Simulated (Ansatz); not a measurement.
# From PBE to G0W0: GeH5CI3N2 (CH(NH2)2GeI3)

How far does one-shot GW move the PBE gap of GeH5CI3N2 (CH(NH2)2GeI3)?

Method: PBE, then G0W0 on it, plane waves, PAW, in Ansatz 0.2.0.

The structure was built from a prototype and need not be the compound's stable phase.

## (1) The structure

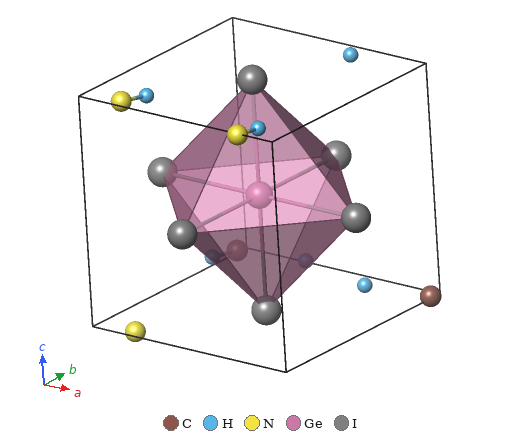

Start, viewed slightly off an axis; carbon brown, hydrogen blue, nitrogen yellow, germanium pink, iodine grey. Bonds to atoms that aren't drawn are left out. Some periodic images of atoms are drawn too.

The start is a generated structure, not a measured one. At the settings of the band run the largest force is still 0.05 eV/Å. Spin-orbit coupling is left out unless a step names it.

## (2) Relaxation

The structure is relaxed first.

This step: DFT, PBE-D3(BJ), plane waves, PAW; PAW set soft_1.

File input.yaml:

```yaml
crystal:
  lattice:
    - [6.1500415, 0.0, 0.0]
    - [0.0, 6.1500415, 0.0]
    - [0.0, 0.0, 6.1500415]
  atoms:
    - { symbol: C, position: [0.0049642077, 0.9331173633, 0.0128801066] }
    - { symbol: H, position: [0.0178475088, 0.7595409966, 0.0463070498] }
    - { symbol: "N", position: [0.8099405732, 0.0136294344, 0.988841997] }
    - { symbol: "N", position: [0.1858043916, 0.0436985399, 0.0001179116] }
    - { symbol: H, position: [0.6769942967, 0.9164911666, 0.0012222692] }
    - { symbol: H, position: [0.3315157737, 0.9688528847, 0.0208579135] }
    - { symbol: H, position: [0.7866621168, 0.1735589938, 0.9575281859] }
    - { symbol: H, position: [0.1852073726, 0.2054426143, 0.9694845436] }
    - { symbol: Ge, position: [0.5, 0.5, 0.5] }
    - { symbol: I, position: [0.5, 0.5, 0.0] }
    - { symbol: I, position: [0.5, 0.0, 0.5] }
    - { symbol: I, position: [0.0, 0.5, 0.5] }
kpoints:
  mp_grid: { grid: [4, 4, 4] }
hamiltonian:
  xc: pbe
  dispersion: d3bj
  pseudopotentials: { kind: paw, azcp: { folder: soft_1 } }
scf:
  occupations: { method: fermi_dirac, width: 0.02 }
relax:
  f_tol: 0.02
  max_steps: 100
  cell: {}
```

Started as:

```sh
ansatz run input.yaml --threads 2 --pin off --max-ram 92160MiB --backend cuda --events-out ev --progress --plain --runs-dir out --devices 1 --max-vram 13GiB
```

Numbers of over 12 decimals in the logs are rounded to 6 here.

Log:

```text
GPUs: using 1 of 1 available (devices: 1).
Engine: ansatz 0.2.0, x86_64-unknown-linux-gnu
Pseudopotentials: kind: paw
Pseudopotential: C, paw, valence charge 4, recommended cutoff 420 eV (normal), soft_1/C.paw.azcp
Pseudopotential: H, paw, valence charge 1, recommended cutoff 420 eV (normal), soft_1/H.paw.azcp
Pseudopotential: N, paw, valence charge 5, recommended cutoff 420 eV (normal), soft_1/N.paw.azcp
Pseudopotential: Ge, paw, valence charge 14, recommended cutoff 420 eV (normal), soft_1/Ge.paw.azcp
Pseudopotential: I, paw, valence charge 17, recommended cutoff 420 eV (normal), soft_1/I.paw.azcp
Functional definition: PBE
  parameter kappa = 0.804
  parameter beta = 0.066725
  exchange = pbe_x(kappa = kappa, mu = beta*pi^2/3)
  correlation = pbe_c(beta = beta)
device memory: the entry about to start is reckoned to put 2.9 GiB on a device that reports 53.5 GiB free (of which the cap on the GPU budget leaves the run 13.0 GiB)
GPU FFT provider: cuFFT
GPU libraries: cuBLAS 13.8.2, cuFFT 12.4.0, cuSOLVER 12.3.4
Crystal: 12 atoms, lattice volume = 232.613 Å³
Basis set: ecut = 420 eV, 4553 PW (Γ), exchange–correlation on 90×90×90 points (8 copies of the dense FFT grid, shifted against one another)
Bands: 54, of which v1, the nominal top of the filled ones, is band 42 counted from 1 (41 counted from 0)
Symmetry: 1 space group operations
Space group: P1 (ITA 1), of the structure as read, at distance tolerance 6.2e-5 Å
k-points: 36 of 64 (time reversal used)
Non-local potential: C, projectors of the file, l = 0: 2, l = 1: 2, l = 2: 1
Non-local potential: H, projectors of the file, l = 0: 2, l = 1: 1
Non-local potential: N, projectors of the file, l = 0: 2, l = 1: 2, l = 2: 1
Non-local potential: Ge, projectors of the file, l = 0: 2, l = 1: 2, l = 2: 3, l = 3: 1
Non-local potential: I, projectors of the file, l = 0: 2, l = 1: 2, l = 2: 2, l = 3: 1
PAW form: soft (Blöchl's): semilocal exchange-correlation on the pseudo side does not see the compensation charge
PAW one-centre angular grid: C, 110 points (default); XC on 64 Gauss nodes
PAW one-centre angular grid: H, 110 points (default); XC on 64 Gauss nodes
PAW one-centre angular grid: N, 110 points (default); XC on 64 Gauss nodes
PAW one-centre angular grid: Ge, 590 points (default); XC on 64 Gauss nodes
PAW one-centre angular grid: I, 590 points (default); XC on 64 Gauss nodes
Initial density: superposition of atomic densities (chi_scale 0.1, normalization cell), built separately for each of the 2 bonded fragments (scf.initial_density.interfragment_charge_transfer: auto; true builds it for the cell as a whole; a typed value also counts as a typed key of the start: scf.initial_density.chi_scale says what that changes, if anything)
Initial wavefunctions: pseudopotential atomic-orbital guess
GPU buffer pool allocated for 91125 grid points (all kernels)
GPU transforms: local potential and band sums: pruned to the plane-wave sphere, on 45×45×45
Functional: x = pbe(κ = 0.804, μ = 0.219515), c = pbe(β = 0.066725)
SCF iter   1: F=—  HF=-27939.598119 eV  |F-HF|=—  |Δ(HF+E_count)|=         —  Δρ=6.64e-2  dr2=8.78e0  ethr=3.10e-3  ⟨swp⟩=7.0  Hψ=8249  notcnv=0  defer=34
preconditioner: auto → Resta (q_TF=auto, 2.302 Å⁻¹)  ε∞=2.9  [insulator: Δε(μ)=0.409 eV  Ē_g=11.113 eV  σ=0.020 eV  W_gap=1.00  n_scr=56 (ndim 8)  ℏωp=15.4 eV  f_vac=0.074  D(μ)=0.00/eV (n_scr^D=0)  ε∞_Penn≈2.9]
SCF iter   2: F=—  HF=-27937.253452 eV  |F-HF|=—  |Δ(HF+E_count)|=    2.34e0  Δρ=2.93e-2  dr2=1.24e0  ethr=3.10e-3  ⟨swp⟩=3.1  Hψ=3780  notcnv=0  defer=235
SCF iter   3: F=—  HF=-27936.997755 eV  |F-HF|=—  |Δ(HF+E_count)|=   2.56e-1  Δρ=1.06e-2  dr2=2.02e-1  ethr=1.48e-3  ⟨swp⟩=2.2  Hψ=3054  notcnv=0  defer=240
SCF iter   4: F=—  HF=-27936.978525 eV  |F-HF|=—  |Δ(HF+E_count)|=   1.92e-2  Δρ=2.33e-3  dr2=1.44e-2  ethr=2.40e-4  ⟨swp⟩=2.8  Hψ=2990  notcnv=0  defer=243
SCF iter   5: F=—  HF=-27936.984145 eV  |F-HF|=—  |Δ(HF+E_count)|=   5.62e-3  Δρ=7.90e-4  dr2=1.86e-3  ethr=1.72e-5  ⟨swp⟩=2.1  Hψ=2684  notcnv=0  defer=243
SCF iter   6: F=—  HF=-27936.986005 eV  |F-HF|=—  |Δ(HF+E_count)|=   1.86e-3  Δρ=2.17e-4  dr2=1.25e-4  ethr=2.21e-6  ⟨swp⟩=2.2  Hψ=2940  notcnv=0  defer=242
SCF iter   7: F=—  HF=-27936.985919 eV  |F-HF|=—  |Δ(HF+E_count)|=   8.60e-5  Δρ=7.71e-5  dr2=1.63e-5  ethr=1.49e-7  ⟨swp⟩=2.1  Hψ=2964  notcnv=0  defer=240
SCF iter   8: F=—  HF=-27936.986109 eV  |F-HF|=—  |Δ(HF+E_count)|=   1.90e-4  Δρ=2.89e-5  dr2=2.49e-6  ethr=1.94e-8  ⟨swp⟩=2.0  Hψ=2687  notcnv=0  defer=240
SCF iter   9: F=—  HF=-27936.986111 eV  |F-HF|=—  |Δ(HF+E_count)|=   1.94e-6  Δρ=1.89e-5  dr2=8.81e-7  ethr=2.97e-9  ⟨swp⟩=2.0  Hψ=2676  notcnv=0  defer=240
SCF iter  10: F=-27936.986111 eV  HF=-27936.986111 eV  |F-HF|=1.16e-7  |Δ(HF+E_count)|=   8.87e-8  Δρ=3.72e-6  dr2=5.36e-8  ethr=1.19e-10  ⟨swp⟩=4.0  Hψ=7462  notcnv=0
SCF 1 converged in 10 iterations: F = -27936.986111 eV  dr2 = 5.36e-8
  greatest PAW one-centre occupation: 0.999 electrons in one spin orbital (limit 2), on the I atom at site 10 (counted from 0), in its partial waves of l = 2
[...]
relax step  51: F+E_penalty+E_count = -27937.48436885 eV  Δ(F+E_penalty+E_count) = -1.164e-3 eV  max|allowed force component| = 5.771e-2 eV/Å  Δτ_max = 0.0731 Å  P = -0.155 GPa  Ω = 238.797 Å³  energy of the carried Pulay correction = -1.176e-3 eV  (7 SCF iters, dr2 threshold 4.05e-8 eV, accepted)
relax step  52: F+E_penalty+E_count = -27937.47949196 eV  Δ(F+E_penalty+E_count) = +4.877e-3 eV  max|allowed force component| = 2.273e-1 eV/Å  Δτ_max = 0.1121 Å  P = +0.200 GPa  Ω = 239.684 Å³  energy of the carried Pulay correction = -1.705e-3 eV  (7 SCF iters, dr2 threshold 2.08e-7 eV, rejected (line search))
relax step  53: F+E_penalty+E_count = -27937.48526261 eV  Δ(F+E_penalty+E_count) = -8.938e-4 eV  max|allowed force component| = 2.979e-2 eV/Å  Δτ_max = 0.0332 Å  P = +0.018 GPa  Ω = 238.173 Å³  energy of the carried Pulay correction = -7.383e-4 eV  (10 SCF iters, accepted)
relax step  54: F+E_penalty+E_count = -27937.48577019 eV  Δ(F+E_penalty+E_count) = -5.076e-4 eV  max|allowed force component| = 2.868e-2 eV/Å  Δτ_max = 0.0379 Å  P = -0.025 GPa  Ω = 237.823 Å³  energy of the carried Pulay correction = -4.984e-4 eV  (7 SCF iters, dr2 threshold 5.55e-8 eV, accepted)
relax step  55: F+E_penalty+E_count = -27937.48585907 eV  Δ(F+E_penalty+E_count) = -8.888e-5 eV  max|allowed force component| = 2.404e-2 eV/Å  Δτ_max = 0.0151 Å  P = -0.016 GPa  Ω = 237.846 Å³  energy of the carried Pulay correction = -5.138e-4 eV  (6 SCF iters, dr2 threshold 5.14e-8 eV, accepted)
relax step  56: F+E_penalty+E_count = -27937.48586173 eV  Δ(F+E_penalty+E_count) = -2.665e-6 eV  max|allowed force component| = 5.622e-3 eV/Å  Δτ_max = 0.0049 Å  P = -0.009 GPa  Ω = 237.942 Å³  energy of the carried Pulay correction = -5.850e-4 eV  (5 SCF iters, dr2 threshold 3.61e-8 eV, accepted)
relax step  57: F+E_penalty+E_count = -27937.48692539 eV  Δ(F+E_penalty+E_count) = -1.064e-3 eV  max|allowed force component| = 5.665e-3 eV/Å  Δτ_max = 0.0000 Å  P = -0.008 GPa  Ω = 237.942 Å³  stress off target by 3.56e-2 GPa  SCF on the basis re-selected at this cell (its energy is not comparable with the rows above)  (7 SCF iters)
basis re-selected at this cell: Δ(F+E_penalty+E_count) = -1.064e-3 eV, ΔP = +0.001 GPa vs the last step (what re-selecting the basis moved, of the pressure what is left beyond the Pulay correction that the steps carried, after the strain that the cell walked since its last selection, with what the two solves' SCF thresholds leave and, on support functions, any second-order correction that the steps lacked; it is no m [...]
SCF converged after 7 iterations
Free energy (F): -27937.486925 eV
Harris-Foulkes:  -27937.486925 eV  (|F-HF|=4.37e-11)
Internal energy: -27937.486925 eV  (E = F + TS)
E sigma→0 (E₀):  -27937.486925 eV
Fermi energy:    4.273526 eV
--- Per-component energies (eV) ---
  E_band       = -1575.251993
  E_kinetic    = 982.182382
  E_local      = -10863.014618  (includes V_loc(G=0)·N_el)
  E_nonlocal   = 654.533255
  E_hartree    = 4813.517469
  E_xc         = -602.009140
  E_vxc        = -658.405216  (∫ρ·V_xc dr)
  E_paw        = -16717.724004  (= ΣΔE_a)
  E_vpaw       = -1317.572239  (= ΣTr[D̂ρ^β])
  E_aug_tail   = -0.010719  (compensation charges beyond the density's cutoff)
  E_ewald      = -6203.449161
  E_disp       = -1.512390  (pairwise vdW)
  E_smearing   = -0.000000  (= −TS)
  E_closure    = -0.000000  (closes the sum)
  Σ components = -27937.486925   (vs F -27937.486925, Δ=0.00e0)
--- Forces (eV/Å), atoms counted from 1 ---
  atom   1  C     -0.00226257     0.00036579    -0.00068920
  atom   2  H      0.00251317     0.00075431     0.00077766
  atom   3  N      0.00263253    -0.00067709     0.00421196
  atom   4  N      0.00091832     0.00331414    -0.00318231
  atom   5  H      0.00479257    -0.00115746     0.00394112
  atom   6  H     -0.00465314     0.00248625    -0.00465876
  atom   7  H     -0.00184096    -0.00063870    -0.00133859
  atom   8  H     -0.00566527    -0.00380466    -0.00162157
  atom   9  Ge     0.00027657    -0.00117713    -0.00074917
  atom  10  I      0.00201696    -0.00105586    -0.00043513
  atom  11  I      0.00120019    -0.00079074     0.00353156
  atom  12  I      0.00007205     0.00238220     0.00021266
  max |Σ_I F_I| component: 1.06e-6 eV/Å
--- Stress (GPa, compression-positive) ---
       -0.006953      -0.012732      -0.015685
       -0.012742       0.004110      -0.007184
       -0.015677      -0.007176      -0.021143
  P = ⅓ Tr σ = -0.0080 GPa (-0.080 kbar)
--- Band table (eV; the first three rows and the last of 36) ---
  k-point 0: bands = [... 38 lower, 2.2234, 2.4260, 2.5651, 2.6699, 6.4919, 6.8284, 7.5660, 7.6973, ... 8 higher]
  k-point 1: bands = [... 38 lower, 2.1988, 2.3082, 2.4831, 2.5520, 6.5213, 6.7528, 7.3648, 7.9597, ... 8 higher]
  k-point 2: bands = [... 38 lower, 2.0223, 2.1360, 2.4990, 2.8468, 5.9749, 6.5471, 7.3064, 8.1397, ... 8 higher]
  k-point 35: bands = [... 38 lower, 2.6058, 2.8506, 2.8823, 3.4846, 5.0625, 5.3958, 5.6285, 6.5991, ... 8 higher]
--- Relaxed structure (55 steps of the walk, 46 accepted, 2 SCFs on fresh bases) ---
  F+E_penalty+E_count = -27937.48692539 eV   max|allowed force component| = 5.665e-3 eV/Å   (the final SCF, on the basis selected at the relaxed cell)
  cell:  # Å, volume = 237.9424 Å³
    - [6.242614, -0.344328, 0.434783]
    - [-0.344328, 6.240245, -0.280955]
    - [0.434783, -0.280955, 6.167609]
  atoms:
    - { symbol: C, position: [-0.049281, 0.952630, 0.00357823] }
    - { symbol: H, position: [-0.170269, 0.812487, 0.014498] }
    - { symbol: N, position: [0.928247, 0.096839, 0.869699] }
    - { symbol: N, position: [0.107812, -0.034741, 0.124783] }
    - { symbol: H, position: [0.805439, 1.071970, -0.225610] }
    - { symbol: H, position: [0.110354, 0.848562, 0.229184] }
    - { symbol: H, position: [1.034890, 0.231555, 0.849516] }
    - { symbol: H, position: [0.226800, 0.091486, 1.121637] }
    - { symbol: Ge, position: [0.545236, 0.442575, 0.533409] }
    - { symbol: I, position: [0.458041, 0.482449, -0.015704] }
    - { symbol: I, position: [0.512366, -0.00203231, 0.497328] }
    - { symbol: I, position: [-0.010700, 0.520553, 0.494920] }
```

Run time: 4.1 min. Hardware: 1 × NVIDIA H100 80GB HBM3 (shared by 6 runs) with 2 threads of AMD EPYC 7R13 (Zen 3), shared host; peak memory 1 GiB.

The steps of the relaxation (22 of 57):

```
step  energy less that of the first step (eV)  largest force component (eV/Å)  pressure (GPa)  volume (Å³)
   1                                   0.0000                          0.7376           -0.38       232.61
   4                                  -0.1287                          0.2476            0.07       224.19
   6                                  -0.1880                          0.2286            0.09       227.26
   9                                  -0.3092                          0.4309           -0.08       238.80
  12                                  -0.3487                          0.4553           -0.17       242.63
  14                                  -0.3781                          0.0699           -0.07       240.35
  17                                  -0.4227                          0.1894            0.21       239.76
  20                                  -0.4391                          0.1116            0.01       238.92
  22                                  -0.4477                          0.2245           -0.31       237.45
  25                                  -0.4573                          0.2042           -0.36       237.10
  28                                  -0.4567                          0.2868           -0.65       236.42
  30                                  -0.4669                          0.0880           -0.17       237.33
  33                                  -0.4687                          0.1329           -0.33       236.85
  36                                  -0.4721                          0.0189           -0.05       237.07
  38                                  -0.4733                          0.0448           -0.09       236.89
  41                                  -0.4745                          0.0161            0.03       236.90
  44                                  -0.4754                          0.0148           -0.02       236.81
  46                                  -0.4756                          0.0154           -0.02       236.82
 49*                                  -0.4955                          0.0162            0.08       236.82
  52                                  -0.4934                          0.2273            0.20       239.68
  54                                  -0.4997                          0.0287           -0.02       237.82
 57*                                  -0.5008                          0.0057           -0.01       237.94
```

Relaxation steps marked * repeat the geometry before them on a plane-wave basis chosen anew for their cell, so energy and pressure can jump there. Other such steps can lie between the rows shown. Relaxation steps 9, 12, 19, 28, 33, 40, 45, 47 and 1 more were tried and not accepted.

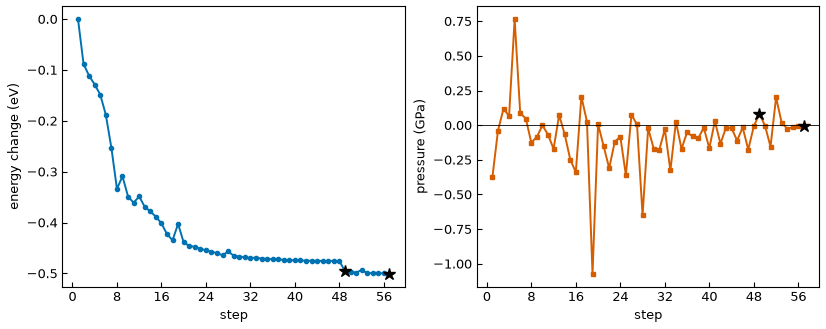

Energy and pressure along the relaxation. Stars mark steps on a basis chosen anew.

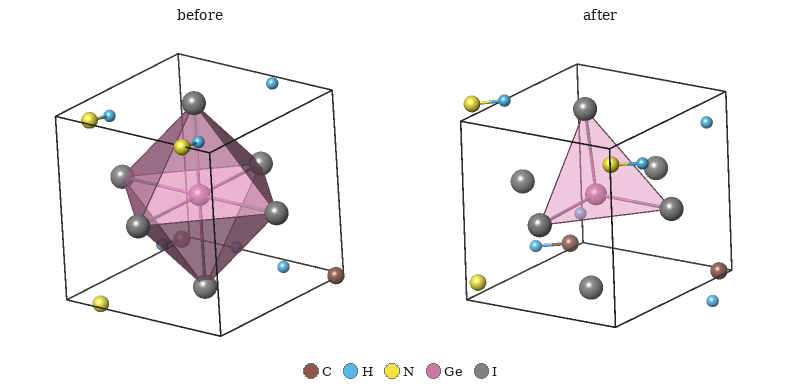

The structure before and after the relaxation, drawn at the same scale. Bonds to atoms that aren't drawn are left out.

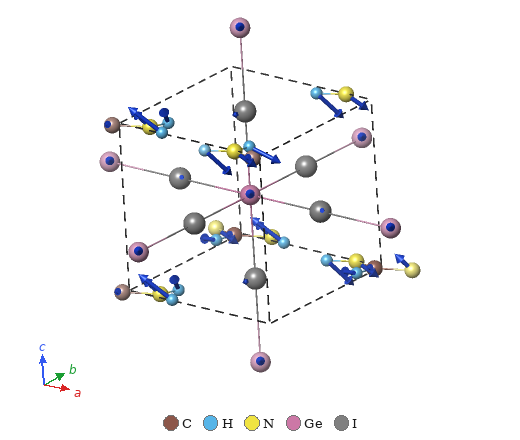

Displacements in the relaxation, scaled, measured against the changing cell; the longest in the cell stands for 1.89 Å. Some periodic images of atoms are drawn too.

```
     cell as run  before  after  change
           a (Å)   6.150  6.267  +1.9 %
           b (Å)   6.150  6.256  +1.7 %
           c (Å)   6.150  6.189  +0.6 %
           α (°)   90.00  95.39  +6.0 %
           β (°)   90.00  81.86  -9.0 %
           γ (°)   90.00  96.47  +7.2 %
volume (Å³/atom)   19.38  19.83  +2.3 %
```

The atoms that moved most (Å, as changes of fractional coordinates times the final cell):

```
atom      dx      dy      dz  length
  H6  -1.249  -0.733   1.223   1.895
  H5   0.650   0.990  -1.387   1.823
  H7   1.483   0.307  -0.575   1.619
  H2  -1.206   0.404  -0.293   1.306
  H8   0.365  -0.768   0.989   1.304
  N3   0.658   0.512  -0.707   1.093
  N4  -0.406  -0.498   0.757   0.993
 Ge9   0.317  -0.383   0.242   0.553
```

The program's warnings for this run: band table not solved further.

(Continued in part 2 of 3.)

[Paths, hosts, dates, memory and timing lines, banners, echoed tables and standing remarks are left out of the program output.]

[Logs are printed without paths, hosts, clocks, repeated set-up lines and the standing remarks that a program may print on its own settings, such as how far it seeks lower states.]

[Runs of the session that timed out or met a known fault of the program may be left out.]

[Cells called generated may have been cut or substituted from an entry of the Crystallography Open Database or the Materials Project.]

[Hosts, paths, dates, database ids (printed as entryN), source tags and the programs' standing remarks are cut or masked in the printed files.]

[Where an RPA ε∞ is given, it is that of the G0W0 mesh and is not shown converged in it. Names of k-points follow the symmetry that the program found, which can be lower than the space group named. Band edges on a path are those of the sampled points; other points can move an edge, and change direct to indirect where valleys lie close.]

[Hybrid gaps are those of their k-mesh and are not shown converged in it.]
